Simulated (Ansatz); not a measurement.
# CH₁₀Si₂Sn: geometry relaxation

System: CH₁₀Si₂Sn.
Method: RKS PBE-D4/def2-SVP (Ansatz 0.2.0).

It belongs to a series of runs on one base structure; here: end point B relaxed. Figures and captions count atoms from 1; the log counts them from 0 in places.

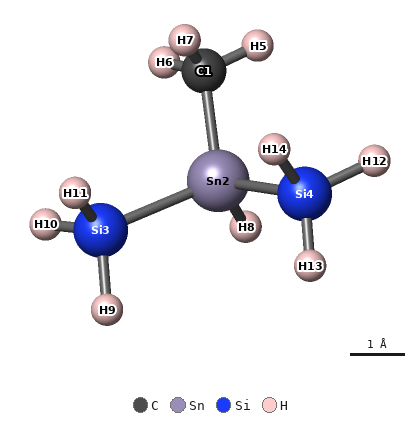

Fig. 1: The starting structure (ball-and-stick view, seen at a tilt; atoms are numbered from 1 in the order of the input). Sticks mark near contacts.

**Summary**

| quantity | value |
| --- | --- |
| outcome | converged |
| total energy | −22770.4694 eV |
| mean-field energy | −22770.1497 eV |
| largest force (length of the vector) at the end | 0.006 eV/Å |
| hardware | 2 threads of Intel Xeon (Emerald Rapids), 16 GiB of memory available, shared host |
| wall time | 14 s (CPU time 26 s) |
| peak memory | 0.2 GiB |

**Input**
```yaml
crystal:
  periodic: [false, false, false]
  atoms:
    - { symbol: C, position_ang: [-0.7566, 1.507, -1.2231] }
    - { symbol: Sn, position_ang: [-0.4721, 0.2397, 0.426] }
    - { symbol: Si, position_ang: [1.882, 0.4745, 1.1744] }
    - { symbol: Si, position_ang: [-0.8024, -2.1179, -0.2996] }
    - { symbol: H, position_ang: [-1.8522, 1.4409, -1.5974] }
    - { symbol: H, position_ang: [-0.6186, 2.6157, -0.9239] }
    - { symbol: H, position_ang: [-0.0882, 1.2849, -2.0567] }
    - { symbol: H, position_ang: [-1.5143, 0.6763, 1.7295] }
    - { symbol: H, position_ang: [2.1581, -0.4148, 2.3646] }
    - { symbol: H, position_ang: [2.1658, 1.863, 1.6259] }
    - { symbol: H, position_ang: [2.8045, 0.121, 0.1011] }
    - { symbol: H, position_ang: [-2.17051, -2.28576, -0.83856] }
    - { symbol: H, position_ang: [-0.47225, -3.02839, 0.71535] }
    - { symbol: H, position_ang: [0.17518, -2.37051, -1.48738] }
basis:
  gaussian: { orbitals: def2-SVP }
hamiltonian:
  xc: pbe
  dispersion: d4
relax:
  f_tol: 0.015
  max_steps: 40
```

Launch command:
```bash
ansatz run input.yaml --threads 2 --pin off --max-ram 3072MiB --backend cpu --events-out ev --progress --plain --runs-dir out
```

**Output**
```
The last accepted step is kept in [file] (removed where the run ends without a failure and the disk answers)
Engine: ansatz 0.2.0, x86_64-unknown-linux-gnu
Functional definition: PBE
  parameter kappa = 0.804
  parameter beta = 0.06672455060314922
  exchange = pbe_x(kappa = kappa, mu = beta*pi^2/3)
  correlation = pbe_c(beta = beta)
1421 factors; their error is unknown
mean field evaluation 1: about -22762.0178 eV, gradient 5.4e1 eV
mean field evaluation 2: about -22748.9241 eV, gradient 7.9e1 eV
mean field evaluation 4: about -22769.7210 eV, gradient 4.6e0 eV
mean field evaluation 8: about -22769.8024 eV, gradient 7.1e-2 eV
mean field evaluation 16: about -22769.7248 eV, gradient 6.0e-5 eV
mean field -22769.72476545 eV, -836.7719512564 hartree, gradient 6.0e-5 eV, S^2 0.000000; 0 other end points of the search recorded, 0 dependent functions left out
the calculation of the forces begins
reference -22769.72481283 eV, -836.7719529978 hartree; 33, 33 occupied and 93, 93 virtual orbitals, 1421 factors
relax step   1: F+E_penalty+E_count = -22770.06189889 eV  Δ(F+E_penalty+E_count) = +0.000e0 eV  max|allowed force component| = 2.302e0 eV/Å  Δτ_max = 0.0000 Å  (25 SCF iters, accepted)
these checks for a lower state are left out or cut short: starts, cluster_reference, orbital_swaps, neighbouring_geometries, increment
1421 factors; their error is unknown
mean field -22770.10095890 eV, -836.7857761108 hartree, gradient 6.3e-6 eV, S^2 0.000000; 0 other end points of the search recorded, 0 dependent functions left out
the calculation of the forces begins
reference -22770.10100751 eV, -836.7857778971 hartree; 33, 33 occupied and 93, 93 virtual orbitals, 1421 factors
relax step   2: F+E_penalty+E_count = -22770.41719467 eV  Δ(F+E_penalty+E_count) = -3.553e-1 eV  max|allowed force component| = 7.092e-1 eV/Å  Δτ_max = 0.1936 Å  (27 SCF iters, accepted)
these checks for a lower state are left out or cut short: starts, cluster_reference, orbital_swaps, neighbouring_geometries, increment
1421 factors; their error is unknown
mean field -22770.13760946 eV, -836.7871229942 hartree, gradient 1.4e-5 eV, S^2 0.000000; 0 other end points of the search recorded, 0 dependent functions left out
the calculation of the forces begins
reference -22770.13765780 eV, -836.7871247705 hartree; 33, 33 occupied and 93, 93 virtual orbitals, 1421 factors
relax step   3: F+E_penalty+E_count = -22770.45876315 eV  Δ(F+E_penalty+E_count) = -4.157e-2 eV  max|allowed force component| = 2.189e-1 eV/Å  Δτ_max = 0.0783 Å  (27 SCF iters, accepted)
these checks for a lower state are left out or cut short: starts, cluster_reference, orbital_swaps, neighbouring_geometries, increment
1421 factors; their error is unknown
mean field evaluation 32: about -22770.2205 eV, gradient 1.8e0 eV
mean field -22770.14776644 eV, -836.7874962561 hartree, gradient 1.4e-5 eV, S^2 0.000000; 0 other end points of the search recorded, 0 dependent functions left out
the calculation of the forces begins
reference -22770.14781486 eV, -836.7874980356 hartree; 33, 33 occupied and 93, 93 virtual orbitals, 1421 factors
relax step   4: F+E_penalty+E_count = -22770.46847780 eV  Δ(F+E_penalty+E_count) = -9.715e-3 eV  max|allowed force component| = 4.044e-2 eV/Å  Δτ_max = 0.0581 Å  (28 SCF iters, accepted)
these checks for a lower state are left out or cut short: starts, cluster_reference, orbital_swaps, neighbouring_geometries, increment
1421 factors; their error is unknown
mean field -22770.14929029 eV, -836.7875522568 hartree, gradient 1.4e-5 eV, S^2 0.000000; 0 other end points of the search recorded, 0 dependent functions left out
the calculation of the forces begins
reference -22770.14933874 eV, -836.7875540373 hartree; 33, 33 occupied and 93, 93 virtual orbitals, 1421 factors
relax step   5: F+E_penalty+E_count = -22770.46906094 eV  Δ(F+E_penalty+E_count) = -5.831e-4 eV  max|allowed force component| = 5.503e-2 eV/Å  Δτ_max = 0.0404 Å  (28 SCF iters, accepted)
these checks for a lower state are left out or cut short: starts, cluster_reference, orbital_swaps, neighbouring_geometries, increment
1421 factors; their error is unknown
mean field -22770.14961927 eV, -836.7875643465 hartree, gradient 1.4e-5 eV, S^2 0.000000; 0 other end points of the search recorded, 0 dependent functions left out
the calculation of the forces begins
reference -22770.14966772 eV, -836.7875661269 hartree; 33, 33 occupied and 93, 93 virtual orbitals, 1421 factors
relax step   6: F+E_penalty+E_count = -22770.46938599 eV  Δ(F+E_penalty+E_count) = -3.250e-4 eV  max|allowed force component| = 5.284e-3 eV/Å  Δτ_max = 0.0095 Å  (28 SCF iters, accepted)
1421 factors; their error is unknown
mean field evaluation 64: about -22770.1496 eV, gradient 4.2e-2 eV
```

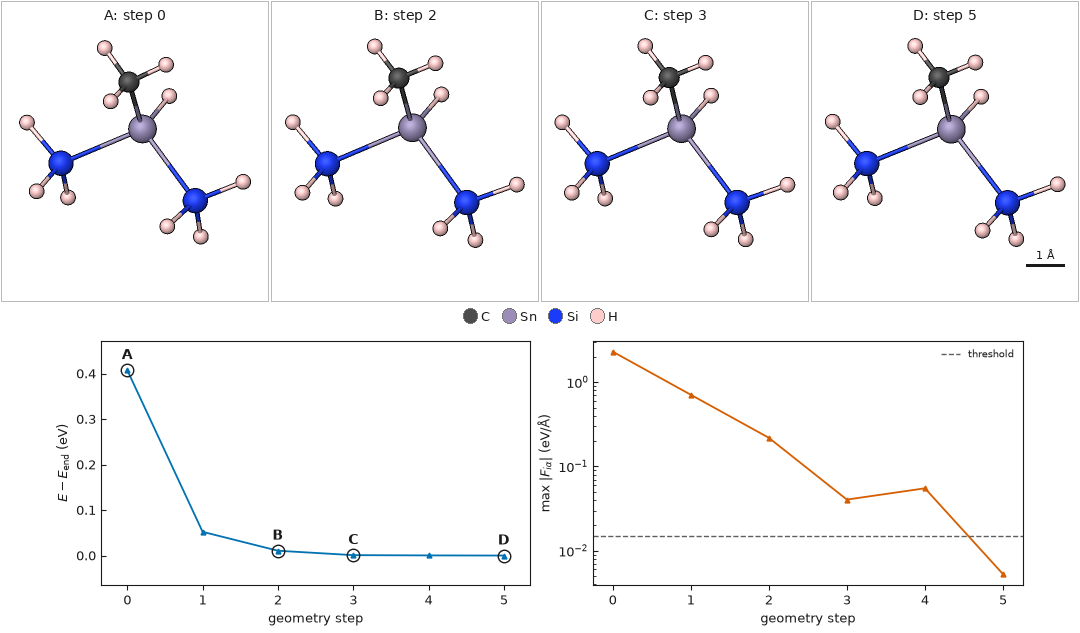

Fig. 2: Frames of the relaxation (ball-and-stick view, seen at a tilt) above the curves, on which the letters mark them (the first geometry is step 0 here and step 1 in the log).

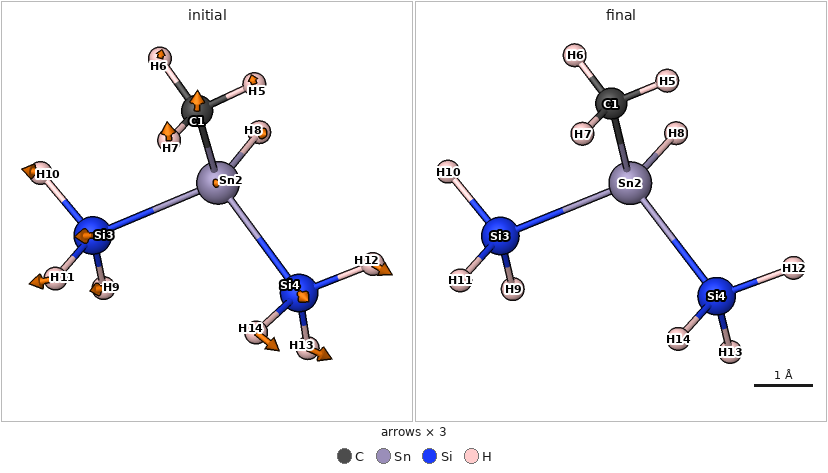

Fig. 3: Before (left) and after (right) the relaxation, at one scale (ball-and-stick view, seen at a tilt). The orange arrows give the displacements, magnified 3 times. H14 moves most after the best rigid fit: 0.18 Å. Largest moves by element: H 0.18 Å, Si 0.14 Å, C 0.13 Å, Sn 0.05 Å. Among the contacts that change: Sn2–Si3 2.481 → 2.588 Å, Si4–H13 1.403 → 1.506 Å, Sn2–Si4 2.489 → 2.588 Å, C1–Sn2 2.099 → 2.181 Å. Among the angles that change: H12–Si4–H13 114.0° → 108.4°, H5–C1–H6 104.5° → 109.3°, Sn2–C1–H7 113.2° → 109.9°. After 5 geometry steps the energy has fallen by 0.407 eV. Largest force component: 2.3 eV/Å at the start, 0.0053 eV/Å at the end. (Atoms are counted from 1 in the order of the input.)

```
mean field -22770.14961927 eV, -836.7875643465 hartree, gradient 1.4e-5 eV, S^2 0.000000; 1 other end points of the search recorded, 0 dependent functions left out
the calculation of the forces begins
reference -22770.14966772 eV, -836.7875661269 hartree; 33, 33 occupied and 93, 93 virtual orbitals, 1421 factors
Total energy: -22770.46943444 eV, -836.7993173371 hartree
Atom 0 at    -0.818630     1.616787    -1.265677 Å, force    -0.000240     0.002276    -0.003891 eV/Å
Atom 1 at    -0.442368     0.248702     0.390787 Å, force    -0.001067     0.000429     0.003219 eV/Å
Atom 2 at     1.984371     0.520396     1.249475 Å, force    -0.000936     0.000545    -0.001898 eV/Å
Atom 3 at    -0.830552    -2.195452    -0.367397 Å, force     0.000665     0.001012    -0.000341 eV/Å
Atom 4 at    -1.864338     1.501926    -1.609281 Å, force     0.000719     0.000824    -0.003117 eV/Å
Atom 5 at    -0.657218     2.658861    -0.929945 Å, force     0.001243     0.001063    -0.001392 eV/Å
Atom 6 at    -0.131427     1.391412    -2.103166 Å, force    -0.001589    -0.001049     0.005284 eV/Å
Atom 7 at    -1.549406     0.637422     1.672021 Å, force     0.002765    -0.004614     0.000849 eV/Å
Atom 8 at     2.240923    -0.390462     2.421115 Å, force     0.000558     0.000182    -0.000053 eV/Å
Atom 9 at     2.255678     1.938437     1.681292 Å, force    -0.000505     0.000187     0.000035 eV/Å
Atom 10 at     2.959454     0.168147     0.156043 Å, force     0.000005     0.000456     0.000521 eV/Å
Atom 11 at    -2.243516    -2.400873    -0.849170 Å, force    -0.000462     0.000411    -0.000300 eV/Å
Atom 12 at    -0.569523    -3.155536     0.763191 Å, force    -0.000733    -0.000475     0.000275 eV/Å
Atom 13 at     0.104972    -2.534128    -1.499079 Å, force    -0.000424    -0.001249     0.000809 eV/Å
Dipole moment:    -0.052477     0.126327    -0.121473 e Å
```

**Trajectory as extended XYZ (Å, eV, eV/Å), 6 frames, from step=1 to step=6**
```
14
Properties=species:S:1:pos:R:3:forces:R:3 step=1 energy=-22770.06190
C    -0.7566    1.5070   -1.2231   -1.9619   2.1968  -0.5102
Sn   -0.4721    0.2397    0.4260   -0.3469   0.0190   0.6757
Si    1.8820    0.4745    1.1744    0.2781  -0.0094   1.0696
Si   -0.8024   -2.1179   -0.2996    0.3547   0.6965  -2.3018
H    -1.8522    1.4409   -1.5974    1.3477  -0.0223   0.3716
H    -0.6186    2.6157   -0.9239   -0.0260  -1.3004  -0.3190
H    -0.0882    1.2849   -2.0567    0.3319  -0.1644  -0.3489
H    -1.5143    0.6763    1.7295   -0.1159   0.0466   0.0271
H     2.1581   -0.4148    2.3646    0.0189  -0.0245  -0.0817
H     2.1658    1.8630    1.6259    0.1117   0.3614   0.0384
H     2.8045    0.1210    0.1011    0.5797  -0.2046  -0.6465
H    -2.1705   -2.2858   -0.8386   -0.4524  -0.2412  -0.0661
H    -0.4723   -3.0284    0.7154    0.3330  -1.4639   1.5341
H     0.1752   -2.3705   -1.4874   -0.4527   0.1103   0.5577
14
Properties=species:S:1:pos:R:3:forces:R:3 step=2 energy=-22770.41720
C    -0.8350    1.5924   -1.2609   -0.3851   0.5488  -0.1315
Sn   -0.4571    0.2644    0.4240    0.0201  -0.1907   0.0748
Si    2.0169    0.5280    1.2802   -0.3991  -0.0791   0.0649
Si   -0.8634   -2.2140   -0.3569    0.2224   0.7092  -0.5951
H    -1.8861    1.5071   -1.6464    0.4231  -0.1001   0.2591
H    -0.6699    2.6631   -0.9699   -0.0064  -0.4424  -0.0405
H    -0.1414    1.3407   -2.0807    0.0896  -0.0181  -0.1150
H    -1.5704    0.7122    1.6832    0.0319  -0.0410   0.0196
H     2.2989   -0.3885    2.4453   -0.0485   0.0293  -0.0352
H     2.3150    1.9391    1.7012   -0.0162   0.0702   0.0200
H     2.9478    0.1662    0.1726    0.1741  -0.0592  -0.1945
H    -2.2490   -2.4584   -0.8772   -0.1226   0.0374   0.0088
H    -0.5680   -3.1862    0.7001    0.1253  -0.4557   0.5388
H     0.1001   -2.4604   -1.5044   -0.1086  -0.0086   0.1257
14
Properties=species:S:1:pos:R:3:forces:R:3 step=3 energy=-22770.45876
C    -0.8058    1.5992   -1.2668   -0.1514   0.0377   0.0107
Sn   -0.4867    0.2689    0.4387    0.2189  -0.0604  -0.1148
Si    1.9709    0.5061    1.2445   -0.1084   0.0160   0.0405
Si   -0.8157   -2.1807   -0.3573   -0.0856   0.1238  -0.0284
H    -1.8559    1.4829   -1.6009    0.0311   0.0379  -0.0368
H    -0.6417    2.6505   -0.9613    0.0031  -0.0079   0.0171
H    -0.1288    1.3581   -2.1104    0.0027  -0.0732   0.1105
H    -1.5833    0.6875    1.7217    0.0184  -0.0132  -0.0632
H     2.2319   -0.4106    2.4113    0.0240   0.0179   0.0011
H     2.2584    1.9238    1.6678    0.0296  -0.0116   0.0114
H     2.9219    0.1417    0.1346   -0.0120  -0.0024  -0.0121
H    -2.2227   -2.3982   -0.8539    0.0152  -0.0278   0.0033
H    -0.5350   -3.1674    0.7392    0.0099  -0.0418   0.0555
H     0.1309   -2.4562   -1.4970    0.0045   0.0050   0.0053
14
Properties=species:S:1:pos:R:3:forces:R:3 step=4 energy=-22770.46848
C    -0.8215    1.6108   -1.2666   -0.0043   0.0109   0.0056
Sn   -0.4534    0.2597    0.4031    0.0098  -0.0105  -0.0045
Si    1.9763    0.5122    1.2532    0.0404   0.0069  -0.0086
Si   -0.8255   -2.1822   -0.3617    0.0078  -0.0352  -0.0225
H    -1.8673    1.4934   -1.6087    0.0007   0.0043  -0.0119
H    -0.6588    2.6557   -0.9410    0.0028   0.0066  -0.0082
H    -0.1332    1.3736   -2.0994    0.0009   0.0032  -0.0073
H    -1.5616    0.6640    1.6733   -0.0225  -0.0026   0.0338
H     2.2395   -0.4023    2.4212   -0.0104   0.0054  -0.0071
H     2.2724    1.9270    1.6813   -0.0097  -0.0091  -0.0020
H     2.9350    0.1487    0.1474   -0.0064   0.0043   0.0143
H    -2.2331   -2.4087   -0.8511    0.0048   0.0104   0.0076
H    -0.5486   -3.1540    0.7556   -0.0038   0.0090   0.0006
H     0.1181   -2.4920   -1.4965   -0.0103  -0.0035   0.0102
14
Properties=species:S:1:pos:R:3:forces:R:3 step=5 energy=-22770.46906
C    -0.8211    1.6165   -1.2679   -0.0122   0.0157   0.0017
Sn   -0.4403    0.2512    0.3884   -0.0410   0.0089   0.0550
Si    1.9849    0.5170    1.2515    0.0078   0.0049  -0.0024
Si   -0.8280   -2.1931   -0.3670   -0.0002  -0.0072  -0.0052
H    -1.8684    1.4990   -1.6064    0.0059   0.0055  -0.0038
H    -0.6604    2.6589   -0.9322   -0.0014  -0.0029  -0.0070
H    -0.1376    1.3925   -2.1081    0.0083  -0.0048  -0.0041
H    -1.5515    0.6466    1.6707    0.0415  -0.0225  -0.0398
H     2.2370   -0.3948    2.4235   -0.0021   0.0026  -0.0010
H     2.2596    1.9346    1.6830   -0.0009  -0.0011   0.0021
H     2.9621    0.1622    0.1606   -0.0021  -0.0003  -0.0003
H    -2.2412   -2.4014   -0.8469   -0.0014   0.0005   0.0025
H    -0.5618   -3.1534    0.7622   -0.0029   0.0007   0.0008
H     0.1053   -2.5301   -1.5011    0.0008   0.0000   0.0013
14
Properties=species:S:1:pos:R:3:forces:R:3 step=6 energy=-22770.46939
C    -0.8186    1.6168   -1.2657   -0.0002   0.0023  -0.0039
Sn   -0.4424    0.2487    0.3908   -0.0011   0.0004   0.0032
Si    1.9844    0.5204    1.2495   -0.0009   0.0005  -0.0019
Si   -0.8306   -2.1955   -0.3674    0.0007   0.0010  -0.0003
H    -1.8643    1.5019   -1.6093    0.0007   0.0008  -0.0031
H    -0.6572    2.6589   -0.9299    0.0012   0.0011  -0.0014
H    -0.1314    1.3914   -2.1032   -0.0016  -0.0010   0.0053
H    -1.5494    0.6374    1.6720    0.0028  -0.0046   0.0008
H     2.2409   -0.3905    2.4211    0.0006   0.0002  -0.0001
H     2.2557    1.9384    1.6813   -0.0005   0.0002   0.0000
H     2.9595    0.1681    0.1560    0.0000   0.0005   0.0005
H    -2.2435   -2.4009   -0.8492   -0.0005   0.0004  -0.0003
H    -0.5695   -3.1555    0.7632   -0.0007  -0.0005   0.0003
H     0.1050   -2.5341   -1.4991   -0.0004  -0.0012   0.0008
```
